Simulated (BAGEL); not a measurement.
# BHSeF2 (SMILES FB(F)[SeH]): HF/aug-cc-pVDZ (density fitting with qzvpp-jkfit)

Aim: the vertical electron affinity of BHSeF2 at HF/aug-cc-pVDZ (density fitting with qzvpp-jkfit), from 2 runs. 

Program for the calculation: BAGEL 1.2.2.

4 further runs of the same task are left out: 3 that didn't finish, 1 set aside as unsound or not needed. Runs told in other sessions of the task aren't counted.

## 1. The system as given

The species is BHSeF2 (5 atoms), meant as a singlet with charge 0. SMILES: `FB(F)[SeH]`. The shape is that of a PBE0-D4/def2-TZVP optimisation.

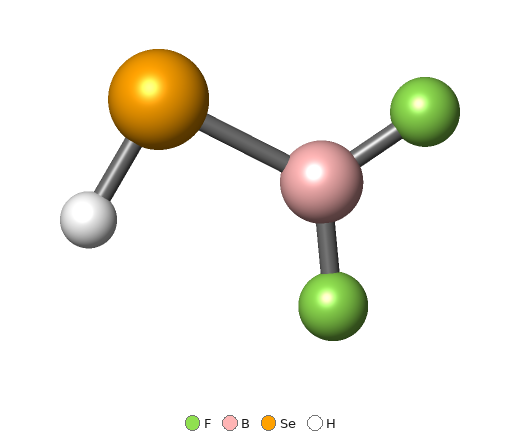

The structure, seen from a chosen angle (fluorine green, boron pink, selenium orange, hydrogen white).

## 2. The energy at HF/aug-cc-pVDZ (density fitting with qzvpp-jkfit)

File input.json:

```json
{ "bagel": [

{
  "title": "molecule",
  "basis": "aug-cc-pvdz.json",
  "df_basis": "qzvpp-jkfit",
  "angstrom": "true",
  "geometry": [
    { "atom": "F", "xyz": [       0.971300,      -1.477000,       0.583800 ] },
    { "atom": "B", "xyz": [       0.105300,      -0.542100,       0.251300 ] },
    { "atom": "F", "xyz": [      -1.159100,      -0.716000,       0.574300 ] },
    { "atom": "Se", "xyz": [       0.735700,       1.032900,      -0.691600 ] },
    { "atom": "H", "xyz": [      -0.603400,       1.628400,      -0.759200 ] }
  ]
},

{
  "title": "hf"
},

{
  "title": "print",
  "file": "orbitals.molden",
  "orbitals": "true"
}

]}
```

The basis set aug-cc-pVDZ is read from a file made from the Basis Set Exchange's data (not shown).

Command:

```console
$ BAGEL_NUM_THREADS=1 BAGEL input.json > input.out
```

The log of the run:

```text
* using 1 threads per process

  ===============================================================
  ===============================================================

  *** Geometry ***

  { "atom" : "F", "xyz" : [      1.835491,     -2.791125,      1.103222 ] },
  { "atom" : "B", "xyz" : [      0.198988,     -1.024421,      0.474888 ] },
  { "atom" : "F", "xyz" : [     -2.190382,     -1.353044,      1.085270 ] },
  { "atom" : "Se", "xyz" : [      1.390272,      1.951898,     -1.306935 ] },
  { "atom" : "H", "xyz" : [     -1.140261,      3.077230,     -1.434680 ] },

  Number of auxiliary basis functions:      513

  Since a DF basis is specified, we compute 2- and 3-index integrals:
    o Being stored without compression. Storage requirement is 0.053 GB

  Number of basis functions:      114
  Number of electrons      :       58

    * METHOD: MOLECULE                             0.34

  *** RHF ***

  === Nuclear Repulsion ===
   231.4813469043

      * DIIS with orbital gradients will be used.

  === RHF iteration (aug-cc-pvdz.json) ===
      0      -2623.79522917          0.01681625           0.13
      1      -2624.01430550          0.01153120           0.12
      2      -2624.12519916          0.00155059           0.12
      3      -2624.12734086          0.00053531           0.13
      4      -2624.12757582          0.00010718           0.13
      5      -2624.12758799          0.00002328           0.13
      6      -2624.12758867          0.00000763           0.13
      7      -2624.12758873          0.00000253           0.13
      8      -2624.12758873          0.00000109           0.12
      9      -2624.12758874          0.00000030           0.12
     10      -2624.12758874          0.00000012           0.13
     11      -2624.12758874          0.00000005           0.12
     12      -2624.12758874          0.00000001           0.12
     13      -2624.12758874          0.00000001           0.13
    * SCF iteration converged.

    * Permanent dipole moment:
           (    0.148976,    -0.394666,     0.180062) a.u.

    * METHOD: HF                                   2.05

    * METHOD: PRINT                                0.03

  ===============================================================
```

Run time: 2.5 s. Hardware: 1 thread of Arm Neoverse V1, shared host; peak memory 0.17 GiB.

## 3. The doublet anion at the same level

File job.json:

```json
{ "bagel" : [

{
  "title" : "molecule",
  "basis" : "aug-cc-pvdz.json",
  "df_basis" : "qzvpp-jkfit",
  "angstrom" : true,
  "geometry" : [
    { "atom" : "F", "xyz" : [       0.971300,      -1.477000,       0.583800 ] },
    { "atom" : "B", "xyz" : [       0.105300,      -0.542100,       0.251300 ] },
    { "atom" : "F", "xyz" : [      -1.159100,      -0.716000,       0.574300 ] },
    { "atom" : "Se", "xyz" : [       0.735700,       1.032900,      -0.691600 ] },
    { "atom" : "H", "xyz" : [      -0.603400,       1.628400,      -0.759200 ] }
  ]
},

{
  "title" : "uhf",
  "charge" : -1,
  "nopen" : 1
},

{
  "title" : "print",
  "file" : "orbitals.molden",
  "orbitals" : true
}

]}
```

The basis set aug-cc-pVDZ is read from a file made from the Basis Set Exchange's data (not shown).

Command:

```console
$ BAGEL_NUM_THREADS=1 BAGEL job.json > job.out
```

The log of the run:

```text
* using 1 threads per process

  ===============================================================
  ===============================================================

  *** Geometry ***

  { "atom" : "F", "xyz" : [      1.835491,     -2.791125,      1.103222 ] },
  { "atom" : "B", "xyz" : [      0.198988,     -1.024421,      0.474888 ] },
  { "atom" : "F", "xyz" : [     -2.190382,     -1.353044,      1.085270 ] },
  { "atom" : "Se", "xyz" : [      1.390272,      1.951898,     -1.306935 ] },
  { "atom" : "H", "xyz" : [     -1.140261,      3.077230,     -1.434680 ] },

  Number of auxiliary basis functions:      513

  Since a DF basis is specified, we compute 2- and 3-index integrals:
    o Being stored without compression. Storage requirement is 0.053 GB

  Number of basis functions:      114
  Number of electrons      :       58

    * METHOD: MOLECULE                             0.34

  *** Open-shell HF ***

  === Nuclear Repulsion ===
   231.4813469043

      * DIIS with orbital gradients will be used.

  === UHF iteration (aug-cc-pvdz.json) ===
      0      -2623.56412746          0.04148834           0.25
      1      -2623.78386278          0.04124583           0.25
      2      -2624.00629514          0.01889156           0.25
      3      -2624.08909259          0.00251140           0.25
      4      -2624.09151662          0.00089328           0.25
      5      -2624.09211593          0.00029686           0.26
      6      -2624.09240064          0.00017113           0.26
      7      -2624.09256253          0.00012700           0.25
      8      -2624.09267312          0.00005891           0.25
      9      -2624.09270394          0.00002922           0.25
     10      -2624.09270934          0.00001544           0.26
     11      -2624.09271147          0.00001003           0.26
     12      -2624.09271229          0.00000539           0.25
     13      -2624.09271244          0.00000223           0.25
     14      -2624.09271247          0.00000124           0.26
     15      -2624.09271247          0.00000057           0.25
     16      -2624.09271248          0.00000033           0.25
     17      -2624.09271248          0.00000015           0.25
     18      -2624.09271248          0.00000008           0.26
     19      -2624.09271248          0.00000005           0.25
     20      -2624.09271248          0.00000003           0.25
     21      -2624.09271248          0.00000002           0.25
     22      -2624.09271248          0.00000001           0.26
    * SCF iteration converged.

    * S^2 (UHF) is 0.7508

    * Permanent dipole moment:
           (   -2.073868,     2.410385,    -0.886532) a.u.

    * METHOD: UHF                                  6.13

    * METHOD: PRINT                                0.03

  ===============================================================
```

It took 6.9 s on 1 thread of Arm Neoverse V1, shared host; peak memory 0.17 GiB.

## 4. Outcome

At HF/aug-cc-pVDZ (density fitting with qzvpp-jkfit):

```
                                         quantity           value
                     singlet BHSeF2: total energy  -2624.12759 Eh
                    singlet BHSeF2: dipole moment          1.17 D
                      singlet BHSeF2: HOMO energy       -10.47 eV
                      singlet BHSeF2: LUMO energy         1.00 eV
                    singlet BHSeF2: HOMO–LUMO gap        11.47 eV
                      doublet anion: total energy  -2624.09271 Eh
                              doublet anion: ⟨S²⟩           0.751
vertical electron affinity (to the doublet anion)       -0.949 eV
```

The anion lies 0.95 eV (21.9 kcal/mol) above the neutral: the electron isn't bound at this level, and such a value depends on the basis. Hartree–Fock misses the correlation that binds many anions.
